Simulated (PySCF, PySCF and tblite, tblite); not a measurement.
# C₂H₇N₃OSi₂: a scan of pyramidal angle, part 1 of 2

Aim: follow energy and NMR parameters of C₂H₇N₃OSi₂ (`N#C[Si@@H]1NC[Si@@H](O)N1`) along pyramidal angle.

Computed with tblite 0.8.0 (tight binding) and PySCF 2.14.0 (DFT, with response routines of our own); each step states its level. Atoms count from 0 throughout.

## Step 1: The molecule as given

15 atoms, charge 0, multiplicity 1; geometry from: force field or distance geometry start.

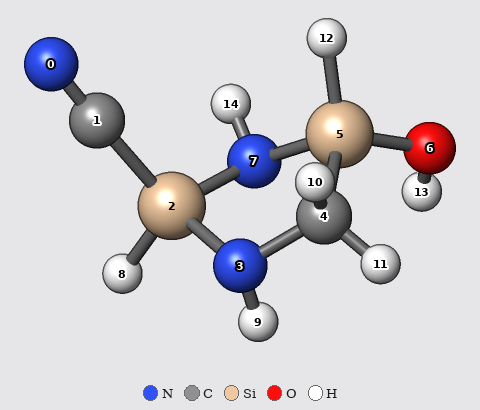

The starting geometry (nitrogen blue, carbon grey, silicon light orange, oxygen red, hydrogen white), atoms numbered.

## Step 2: GFN2-xTB relaxation, start minimum

What the job is given:

```
{"job": {"xc": "GFN2-xTB", "basis": "xTB", "kind": "relax"}, "charge": 0, "multiplicity": 1}
N      3.583000     0.246900     1.005500
C      2.663800     0.006500     0.311700
Si     1.178600    -0.434900    -0.731800
N      0.221400     0.938000    -1.237000
C     -0.742500     1.395900    -0.202400
Si    -0.966000    -0.115800     0.892400
O     -2.463700    -0.786900     0.911300
N     -0.040700    -1.315700     0.095700
H      1.513300    -1.189100    -1.955600
H     -0.308100     0.597300    -2.031300
H     -0.326500     2.236600     0.352100
H     -1.681500     1.711500    -0.677600
H     -0.405300     0.032800     2.260900
H     -2.625900    -1.417800     0.191100
H      0.395800    -1.897400     0.793200
```

The run is started by

```console
> OMP_NUM_THREADS=1 python ens_run.py task.json out
```

This one command runs the whole study; its stages follow in the order run.

Standard output:

```text
step      E/eV     max force
  0    -657.59207    3.599
  1    -657.38385   12.234
  2    -657.80111    1.008
  3    -657.84904    0.902
  4    -657.98008    1.117
  5    -658.02482    0.866
  6    -658.07808    0.441
  7    -658.11361    0.442
  8    -658.15994    0.473
  9    -658.19068    0.487
 10    -658.20671    0.393
 11    -658.21985    0.292
 12    -658.23151    0.284
 13    -658.24413    0.304
 14    -658.25602    0.387
 15    -658.26714    0.239
 16    -658.27565    0.209
 17    -658.28191    0.228
 18    -658.28865    0.207
 19    -658.29550    0.228
 20    -658.30155    0.223
 21    -658.30830    0.255
 22    -658.31637    0.290
 23    -658.32835    0.504
 24    -658.34110    0.703
 25    -658.35861    0.443
 26    -658.37044    0.578
 27    -658.38486    0.406
 28    -658.39392    0.448
 29    -658.41318    0.506
 30    -658.42523    0.303
 31    -658.43640    0.553
 32    -658.44355    0.432
 33    -658.45236    0.250
 34    -658.46245    0.387
 35    -658.46939    0.456
 36    -658.47656    0.203
 37    -658.48002    0.159
 38    -658.48285    0.255
 39    -658.48586    0.306
 40    -658.48789    0.205
 41    -658.48935    0.117
 42    -658.49053    0.096
 43    -658.49173    0.140
 44    -658.49273    0.143
 45    -658.49352    0.108
 46    -658.49421    0.078
 47    -658.49497    0.074
 48    -658.49592    0.126
 49    -658.49723    0.148
 50    -658.49881    0.154
 51    -658.50037    0.097
 52    -658.50169    0.095
 53    -658.50293    0.098
 54    -658.50429    0.111
 55    -658.50594    0.246
 56    -658.50765    0.112
 57    -658.50948    0.214
 58    -658.51123    0.119
 59    -658.51332    0.098
 60    -658.51473    0.227
 61    -658.51650    0.260
 62    -658.51807    0.287
 63    -658.51973    0.126
 64    -658.52102    0.186
 65    -658.52250    0.086
 66    -658.52369    0.098
 67    -658.52503    0.083
 68    -658.52583    0.094
 69    -658.52654    0.083
 70    -658.52708    0.074
 71    -658.52779    0.173
 72    -658.52875    0.150
 73    -658.53001    0.152
 74    -658.53104    0.116
 75    -658.53157    0.080
 76    -658.53231    0.058
 77    -658.53308    0.056
 78    -658.53396    0.092
 79    -658.53444    0.055
 80    -658.53472    0.079
 81    -658.53490    0.053
 82    -658.53522    0.046
 83    -658.53555    0.049
 84    -658.53591    0.064
 85    -658.53611    0.049
 86    -658.53623    0.034
 87    -658.53634    0.029
 88    -658.53652    0.037
 89    -658.53676    0.037
 90    -658.53700    0.035
 91    -658.53719    0.024
 92    -658.53729    0.020
 93    -658.53737    0.021
 94    -658.53747    0.024
 95    -658.53760    0.027
 96    -658.53778    0.031
 97    -658.53799    0.033
 98    -658.53818    0.044
 99    -658.53830    0.040
100    -658.53839    0.018
101    -658.53843    0.018
102    -658.53847    0.016
103    -658.53849    0.014
104    -658.53851    0.014
105    -658.53853    0.015
106    -658.53856    0.017
107    -658.53859    0.016
108    -658.53861    0.011
109    -658.53862    0.006
110    -658.53863    0.006
111    -658.53863    0.007
112    -658.53864    0.008
113    -658.53865    0.009
114    -658.53866    0.006
115    -658.53866    0.005
116    -658.53866    0.004
117    -658.53866    0.003
```

Run time: 0.94 s. Hardware: 1 thread of Arm Neoverse V1, shared host.

Relaxing gained 0.947 eV and moved the atoms by 0.62 Å on average (rms).

## Step 3: Relaxed scan, pyramidal angle

What the job is given:

```
{"job": {"xc": "GFN2-xTB", "basis": "xTB", "coordinate": [["t", [14, 5, 2, 7], 0.3333333333333333], ["t", [5, 2, 14, 7], 0.3333333333333333], ["t", [2, 14, 5, 7], 0.3333333333333333]], "kind": "drive"}, "charge": 0, "multiplicity": 1}
N      4.041142     0.013366     0.221962
C      2.957191    -0.133931    -0.116937
Si     1.213973    -0.434903    -0.728837
N      0.402493     1.059137    -0.860562
C     -0.920831     1.191251    -0.281274
Si    -1.118229    -0.180715     1.031248
O     -2.544987    -0.958021     1.019295
N      0.202843    -1.148410     0.477622
H      1.297741    -1.307423    -1.908107
H      0.621618     1.743412    -1.565953
H     -1.020755     2.187624     0.156686
H     -1.693830     1.113774    -1.057731
H     -1.035826     0.264622     2.412837
H     -2.872161    -1.400792     0.240009
H      0.465204    -2.001000     0.937828
```

Standard output:

```text
point  coordinate     E/eV
  0      6.100     -658.53862
  1      7.900     -658.53825
```

Run time: 0.21 s. Hardware: 1 thread of Arm Neoverse V1, shared host.

## Step 4: Relaxed scan, pyramidal angle

job is that of step 3.

Standard output:

```text
point  coordinate     E/eV
  0      4.300     -658.53831
  1      2.300     -658.53716
  2      0.200     -658.53516
  3     -1.900     -658.53245
  4     -4.000     -658.52893
  5     -5.900     -658.52660
  6     -7.600     -658.52272
```

Wall time 0.94 s (1 thread of Arm Neoverse V1, shared host).

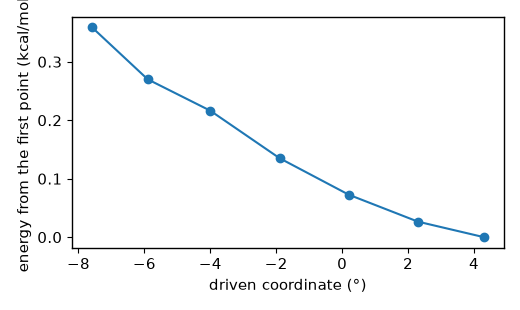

Energy along the scan.

## Step 5: Shieldings, coordinate held at -7.6: PBE0/pcSseg-1

What the job is given:

```
{"job": {"kind": "nmr", "xc": "PBE0", "basis": "pcSseg-1", "every": 1, "pop": false}, "charge": 0, "multiplicity": 1}
N      4.077885     0.051386     0.109467
C      2.979977    -0.120641    -0.166535
Si     1.214787    -0.446271    -0.694790
N      0.402473     1.043795    -0.856554
C     -0.915465     1.196509    -0.271669
Si    -1.134364    -0.174044     1.039593
O     -2.535746    -0.993607     0.954666
N      0.269469    -1.084483     0.602643
H      1.258445    -1.355983    -1.850493
H      0.635036     1.729600    -1.555860
H     -0.998709     2.192294     0.170982
H     -1.691465     1.136906    -1.047057
H     -1.135244     0.265972     2.424776
H     -2.844908    -1.401299     0.149300
H      0.416659    -2.019447     0.936860
```

Standard output:

```text
coarse grid: 14032 points
cycle   1  E = -898.1422627830  dE =  1.134e+00  |g| = 8.979e-01  |ddm| = 3.756e+00
cycle   2  E = -897.9205953028  dE =  2.217e-01  |g| = 1.384e+00  |ddm| = 1.658e+00
cycle   3  E = -898.2866302208  dE = -3.660e-01  |g| = 2.460e-01  |ddm| = 1.106e+00
cycle   4  E = -898.2978323763  dE = -1.120e-02  |g| = 9.421e-02  |ddm| = 1.768e-01
cycle   5  E = -898.2996594045  dE = -1.827e-03  |g| = 1.941e-02  |ddm| = 6.490e-02
cycle   6  E = -898.2997318614  dE = -7.246e-05  |g| = 6.007e-03  |ddm| = 1.778e-02
cycle   7  E = -898.2997390505  dE = -7.189e-06  |g| = 1.796e-03  |ddm| = 5.994e-03
final grid: 128056 points
cycle   8  E = -898.3500583721  dE = -1.645e-05  |g| = 1.129e-02  |ddm| = 2.214e-02
cycle   9  E = -898.3500227889  dE =  3.558e-05  |g| = 1.750e-02  |ddm| = 2.159e-02
cycle  10  E = -898.3500837681  dE = -6.098e-05  |g| = 1.261e-03  |ddm| = 1.314e-02
cycle  11  E = -898.3500840258  dE = -2.578e-07  |g| = 6.517e-04  |ddm| = 1.040e-03
cycle  12  E = -898.3500841113  dE = -8.543e-08  |g| = 1.697e-04  |ddm| = 4.328e-04
cycle  13  E = -898.3500841171  dE = -5.829e-09  |g| = 4.194e-05  |ddm| = 1.349e-04
cycle  14  E = -898.3500841174  dE = -3.472e-10  |g| = 1.268e-05  |ddm| = 4.062e-05
converged SCF energy = -898.3500841174

GIAO shielding tensors (ppm)
atom      isotropic    diamagn.    paramagn.     s11        s22        s33       span
  0 N      -82.427     337.944    -420.371   -284.086   -256.730    293.537    577.622
  1 C       60.126     262.414    -202.287    -54.688    -54.332    289.399    344.088
  2 Si     398.402     880.392    -481.989    356.496    390.313    448.398     91.902
  3 N      254.532     323.706     -69.174    204.898    248.031    310.667    105.769
  4 C      154.157     251.160     -97.003    134.749    147.017    180.703     45.954
  5 Si     366.487     878.988    -512.502    347.629    362.888    388.944     41.315
  6 O      283.721     386.471    -102.750    255.438    285.031    310.693     55.256
  7 N      227.081     327.568    -100.487    201.384    227.559    252.301     50.917
  8 H       26.331      28.458      -2.126     22.729     24.061     32.203      9.474
  9 H       31.527      32.152      -0.625     21.214     29.421     43.946     22.732
 10 H       28.775      30.120      -1.344     23.638     27.312     35.376     11.738
 11 H       29.229      30.873      -1.644     23.966     27.432     36.289     12.323
 12 H       26.617      28.826      -2.208     22.582     24.452     32.819     10.237
 13 H       29.979      31.459      -1.481     22.247     24.866     42.823     20.576
 14 H       30.764      31.542      -0.778     23.440     26.954     41.897     18.457
```

Wall time 32 s (1 thread of Arm Neoverse V1, shared host); peak memory 0.82 GiB.

Key values: HOMO -7.23 eV, LUMO -0.62 eV; dipole 4.88 D.

Orbitals, density, ELF and potential are computed afterwards from the orbital file.

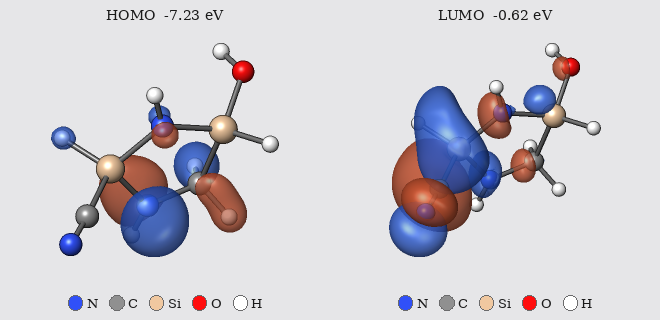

PBE0/pcSseg-1 orbitals near the gap, drawn at the value that encloses 70 % of each; the two colours are the two signs.

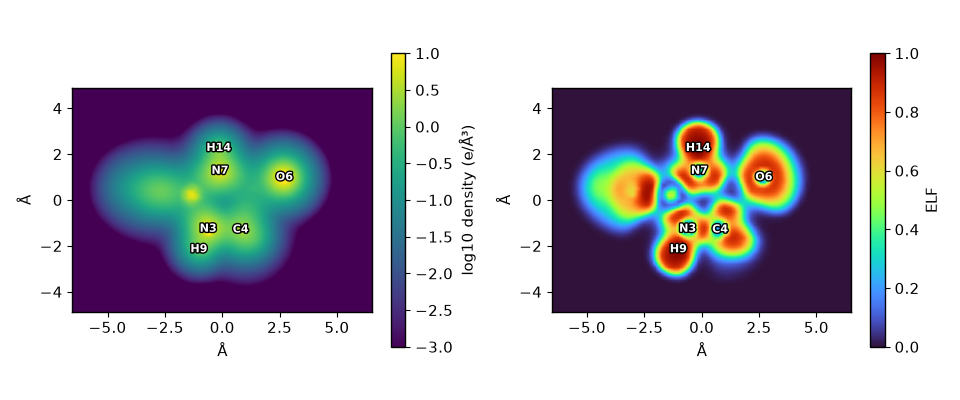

Density (left) and ELF (right) in a plane through or near 6 of the atoms.

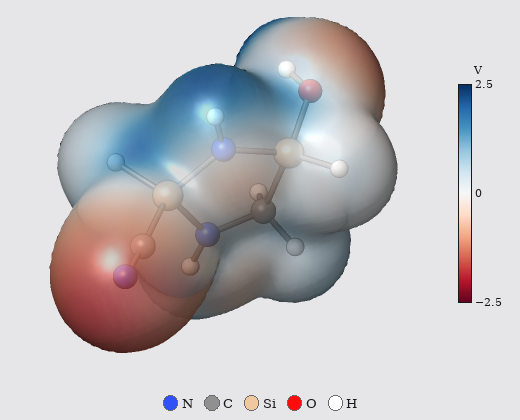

Electrostatic potential on the surface of density 0.002 e/bohr³; red is low, blue high. It runs, from the 1st to the 99th percentile, from -1.82 V near N0 to 2.50 V near H13.

## Step 6: Shieldings, coordinate held at 0.2: PBE0/pcSseg-1

What the job is given:

```
{"job": {"kind": "nmr", "xc": "PBE0", "basis": "pcSseg-1", "every": 1, "pop": false}, "charge": 0, "multiplicity": 1}
N      4.051328     0.015644     0.203120
C      2.964975    -0.129500    -0.128643
Si     1.216994    -0.431212    -0.724470
N      0.400552     1.058649    -0.865714
C     -0.921207     1.192445    -0.283739
Si    -1.118548    -0.175344     1.033974
O     -2.536730    -0.968459     1.009662
N      0.233304    -1.119206     0.517387
H      1.289423    -1.309747    -1.900205
H      0.621642     1.742796    -1.570497
H     -1.020608     2.189903     0.151287
H     -1.694839     1.114587    -1.059691
H     -1.056127     0.269213     2.416813
H     -2.864991    -1.402481     0.225931
H      0.441916    -2.016096     0.916298
```

Standard output:

```text
coarse grid: 14032 points
cycle   1  E = -898.1428015458  dE =  1.136e+00  |g| = 8.975e-01  |ddm| = 3.757e+00
cycle   2  E = -897.9208027686  dE =  2.220e-01  |g| = 1.384e+00  |ddm| = 1.655e+00
cycle   3  E = -898.2868737903  dE = -3.661e-01  |g| = 2.468e-01  |ddm| = 1.107e+00
cycle   4  E = -898.2981663591  dE = -1.129e-02  |g| = 9.426e-02  |ddm| = 1.774e-01
cycle   5  E = -898.2999948863  dE = -1.829e-03  |g| = 1.951e-02  |ddm| = 6.512e-02
cycle   6  E = -898.3000679230  dE = -7.304e-05  |g| = 6.045e-03  |ddm| = 1.785e-02
cycle   7  E = -898.3000751970  dE = -7.274e-06  |g| = 1.798e-03  |ddm| = 6.029e-03
final grid: 128056 points
cycle   8  E = -898.3504144681  dE = -1.583e-05  |g| = 1.134e-02  |ddm| = 2.154e-02
cycle   9  E = -898.3503785874  dE =  3.588e-05  |g| = 1.758e-02  |ddm| = 2.166e-02
cycle  10  E = -898.3504400033  dE = -6.142e-05  |g| = 1.310e-03  |ddm| = 1.318e-02
cycle  11  E = -898.3504402878  dE = -2.845e-07  |g| = 6.569e-04  |ddm| = 1.060e-03
cycle  12  E = -898.3504403749  dE = -8.705e-08  |g| = 1.661e-04  |ddm| = 4.363e-04
cycle  13  E = -898.3504403805  dE = -5.598e-09  |g| = 4.095e-05  |ddm| = 1.336e-04
cycle  14  E = -898.3504403808  dE = -3.336e-10  |g| = 1.265e-05  |ddm| = 4.026e-05
converged SCF energy = -898.3504403808

GIAO shielding tensors (ppm)
atom      isotropic    diamagn.    paramagn.     s11        s22        s33       span
  0 N      -82.533     337.968    -420.501   -283.628   -256.799    292.827    576.455
  1 C       60.167     262.513    -202.347    -54.616    -54.335    289.451    344.067
  2 Si     399.014     880.367    -481.353    356.443    392.479    448.120     91.676
  3 N      254.841     323.637     -68.797    205.290    248.706    310.527    105.236
  4 C      154.305     251.212     -96.907    134.942    146.874    181.097     46.155
  5 Si     366.959     879.053    -512.094    346.172    363.862    390.844     44.672
  6 O      284.761     386.345    -101.584    254.964    286.176    313.144     58.180
  7 N      227.119     327.763    -100.644    200.379    228.002    252.976     52.596
  8 H       26.364      28.356      -1.992     22.746     24.061     32.284      9.539
  9 H       31.545      32.045      -0.500     21.252     29.396     43.986     22.734
 10 H       28.804      30.136      -1.332     23.690     27.356     35.365     11.675
 11 H       29.232      30.894      -1.662     23.956     27.441     36.299     12.342
 12 H       26.600      28.972      -2.372     22.591     24.474     32.734     10.144
 13 H       29.969      31.360      -1.391     22.203     24.849     42.855     20.651
 14 H       30.714      31.679      -0.965     23.370     26.907     41.865     18.495
```

It took 23 s on 1 thread of Arm Neoverse V1, shared host; peak memory 0.85 GiB.

This run: HOMO -7.23 eV, LUMO -0.63 eV; dipole 4.75 D.

## Step 7: Shieldings, coordinate held at 7.9: PBE0/pcSseg-1

What the job is given:

```
{"job": {"kind": "nmr", "xc": "PBE0", "basis": "pcSseg-1", "every": 1, "pop": false}, "charge": 0, "multiplicity": 1}
N      4.044017     0.016791     0.217313
C      2.957907    -0.129917    -0.114801
Si     1.215775    -0.431698    -0.728480
N      0.403920     1.062080    -0.861205
C     -0.920521     1.192766    -0.284037
Si    -1.118428    -0.180512     1.027431
O     -2.545911    -0.956460     1.013542
N      0.197140    -1.152972     0.467503
H      1.305621    -1.303341    -1.907771
H      0.622958     1.746696    -1.566272
H     -1.023188     2.189233     0.153247
H     -1.692648     1.115240    -1.061321
H     -1.035933     0.263318     2.409633
H     -2.868118    -1.403784     0.234743
H      0.477085    -1.988659     0.948084
```

Standard output:

```text
coarse grid: 14032 points
cycle   1  E = -898.1429070261  dE =  1.134e+00  |g| = 8.971e-01  |ddm| = 3.757e+00
cycle   2  E = -897.9189433084  dE =  2.240e-01  |g| = 1.387e+00  |ddm| = 1.662e+00
cycle   3  E = -898.2867459908  dE = -3.678e-01  |g| = 2.479e-01  |ddm| = 1.115e+00
cycle   4  E = -898.2981399476  dE = -1.139e-02  |g| = 9.457e-02  |ddm| = 1.781e-01
cycle   5  E = -898.2999799701  dE = -1.840e-03  |g| = 1.960e-02  |ddm| = 6.549e-02
cycle   6  E = -898.3000536179  dE = -7.365e-05  |g| = 6.078e-03  |ddm| = 1.794e-02
cycle   7  E = -898.3000609868  dE = -7.369e-06  |g| = 1.799e-03  |ddm| = 6.075e-03
final grid: 128056 points
cycle   8  E = -898.3503354002  dE = -1.561e-05  |g| = 1.136e-02  |ddm| = 2.152e-02
cycle   9  E = -898.3502994491  dE =  3.595e-05  |g| = 1.761e-02  |ddm| = 2.169e-02
cycle  10  E = -898.3503610142  dE = -6.157e-05  |g| = 1.322e-03  |ddm| = 1.322e-02
cycle  11  E = -898.3503613058  dE = -2.916e-07  |g| = 6.580e-04  |ddm| = 1.067e-03
cycle  12  E = -898.3503613932  dE = -8.739e-08  |g| = 1.653e-04  |ddm| = 4.365e-04
cycle  13  E = -898.3503613988  dE = -5.557e-09  |g| = 4.075e-05  |ddm| = 1.335e-04
cycle  14  E = -898.3503613991  dE = -3.331e-10  |g| = 1.277e-05  |ddm| = 4.041e-05
converged SCF energy = -898.3503613991

GIAO shielding tensors (ppm)
atom      isotropic    diamagn.    paramagn.     s11        s22        s33       span
  0 N      -83.266     337.961    -421.228   -285.210   -256.708    292.118    577.328
  1 C       60.294     262.563    -202.269    -54.627    -54.004    289.513    344.140
  2 Si     398.827     880.332    -481.506    354.463    393.793    448.224     93.761
  3 N      254.109     323.637     -69.528    204.993    247.434    309.901    104.909
  4 C      154.445     251.286     -96.841    134.796    147.070    181.470     46.674
  5 Si     366.308     879.095    -512.787    343.447    363.986    391.492     48.045
  6 O      284.302     386.243    -101.941    253.588    286.986    312.331     58.743
  7 N      227.095     327.757    -100.662    199.929    228.265    253.091     53.162
  8 H       26.367      28.289      -1.923     22.741     24.060     32.298      9.557
  9 H       31.520      32.033      -0.513     21.234     29.374     43.951     22.717
 10 H       28.813      30.159      -1.346     23.720     27.356     35.363     11.643
 11 H       29.233      30.909      -1.677     23.990     27.419     36.289     12.299
 12 H       26.595      29.034      -2.439     22.627     24.476     32.682     10.055
 13 H       29.948      31.284      -1.336     22.176     24.899     42.770     20.594
 14 H       30.680      31.668      -0.989     23.340     26.859     41.840     18.500
```

Wall time 23 s (1 thread of Arm Neoverse V1, shared host); peak memory 0.85 GiB.

This run: HOMO -7.25 eV, LUMO -0.66 eV; dipole 4.50 D.

## Step 8: Shieldings, coordinate held at -4: PBE0/pcSseg-1

What the job is given:

```
{"job": {"kind": "nmr", "xc": "PBE0", "basis": "pcSseg-1", "every": 1, "pop": false}, "charge": 0, "multiplicity": 1}
N      4.058321     0.021571     0.186266
C      2.969390    -0.124620    -0.136521
Si     1.217780    -0.431325    -0.720029
N      0.396417     1.055250    -0.869285
C     -0.924194     1.192312    -0.285178
Si    -1.118954    -0.173559     1.035656
O     -2.529174    -0.981157     1.005131
N      0.252158    -1.104268     0.544348
H      1.282615    -1.319131    -1.890752
H      0.618786     1.740177    -1.572876
H     -1.019137     2.190530     0.149470
H     -1.700375     1.115473    -1.059367
H     -1.070246     0.277187     2.417108
H     -2.855360    -1.407533     0.216419
H      0.422184    -2.029610     0.894026
```

Standard output:

```text
coarse grid: 14032 points
cycle   1  E = -898.1425240975  dE =  1.133e+00  |g| = 8.976e-01  |ddm| = 3.757e+00
cycle   2  E = -897.9208131161  dE =  2.217e-01  |g| = 1.384e+00  |ddm| = 1.654e+00
cycle   3  E = -898.2867193945  dE = -3.659e-01  |g| = 2.465e-01  |ddm| = 1.104e+00
cycle   4  E = -898.2979817991  dE = -1.126e-02  |g| = 9.414e-02  |ddm| = 1.772e-01
cycle   5  E = -898.2998059579  dE = -1.824e-03  |g| = 1.946e-02  |ddm| = 6.497e-02
cycle   6  E = -898.2998787460  dE = -7.279e-05  |g| = 6.019e-03  |ddm| = 1.782e-02
cycle   7  E = -898.2998859573  dE = -7.211e-06  |g| = 1.796e-03  |ddm| = 6.011e-03
final grid: 128056 points
cycle   8  E = -898.3502138131  dE = -1.587e-05  |g| = 1.133e-02  |ddm| = 2.173e-02
cycle   9  E = -898.3501779585  dE =  3.585e-05  |g| = 1.757e-02  |ddm| = 2.167e-02
cycle  10  E = -898.3502393383  dE = -6.138e-05  |g| = 1.300e-03  |ddm| = 1.318e-02
cycle  11  E = -898.3502396175  dE = -2.791e-07  |g| = 6.566e-04  |ddm| = 1.057e-03
cycle  12  E = -898.3502397044  dE = -8.690e-08  |g| = 1.671e-04  |ddm| = 4.362e-04
cycle  13  E = -898.3502397100  dE = -5.670e-09  |g| = 4.112e-05  |ddm| = 1.341e-04
cycle  14  E = -898.3502397104  dE = -3.351e-10  |g| = 1.264e-05  |ddm| = 4.031e-05
converged SCF energy = -898.3502397104

GIAO shielding tensors (ppm)
atom      isotropic    diamagn.    paramagn.     s11        s22        s33       span
  0 N      -82.361     337.960    -420.322   -283.082   -257.075    293.073    576.155
  1 C       60.114     262.460    -202.346    -54.634    -54.453    289.431    344.065
  2 Si     398.761     880.379    -481.617    356.983    391.330    447.970     90.987
  3 N      254.926     323.660     -68.734    205.349    248.798    310.632    105.283
  4 C      154.110     251.206     -97.095    134.863    146.811    180.658     45.795
  5 Si     366.720     879.026    -512.307    347.049    363.458    389.651     42.602
  6 O      284.913     386.406    -101.492    255.771    286.065    312.904     57.132
  7 N      227.478     327.716    -100.238    201.221    228.268    252.944     51.723
  8 H       26.342      28.380      -2.038     22.735     24.047     32.246      9.511
  9 H       31.543      32.057      -0.514     21.241     29.405     43.982     22.741
 10 H       28.786      30.132      -1.346     23.662     27.338     35.358     11.696
 11 H       29.224      30.867      -1.643     23.959     27.429     36.284     12.325
 12 H       26.600      28.930      -2.329     22.587     24.454     32.760     10.174
 13 H       29.989      31.405      -1.416     22.231     24.867     42.868     20.638
 14 H       30.752      31.660      -0.908     23.411     26.945     41.900     18.490
```

It took 23 s on 1 thread of Arm Neoverse V1, shared host; peak memory 0.85 GiB.

Key values: HOMO -7.23 eV, LUMO -0.62 eV; dipole 4.87 D.

(Continued in part 2 of 2.)
